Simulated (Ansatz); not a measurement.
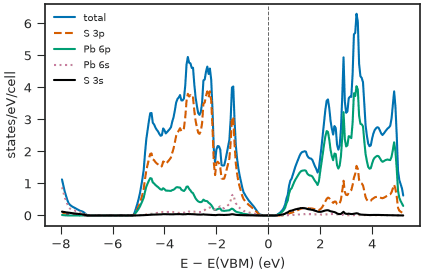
*Total and projected density of states of PbS (NiAs type, space group No. 194), r²SCAN in the plane-wave PAW code Ansatz*

Problem. Which orbitals carry the states next to the gap?

Solution. Top 1 eV of the valence band: S 3p 71 %, Pb 6s 21 %, Pb 6p 7 %. Bottom 1 eV of the conduction band: Pb 6p 73 %, S 3s 13 %, S 3p 8 %. Projections are on Löwdin-orthogonalised atomic valence shells; empty p or d shells of many metals are not among them.

Problem. Where is the tallest occupied peak in this window, and what makes it?

Solution. Near -3.1 eV, about 5.0 states/eV per cell; the largest projected share is S 3p.

Space group P6_3/mmc (NiAs type). The start of the workflow was typed in or built on a structure type; neither database checked (COD, Materials Project) lists it. It is not the phase usual at ambient conditions (space group No. 225). The r²SCAN relaxation kept the symmetry of its start; whether a distortion lowers the energy is not shown. Spin–orbit coupling is left out wherever it is not named.

Potentials: the earlier of the program's two PAW sets.
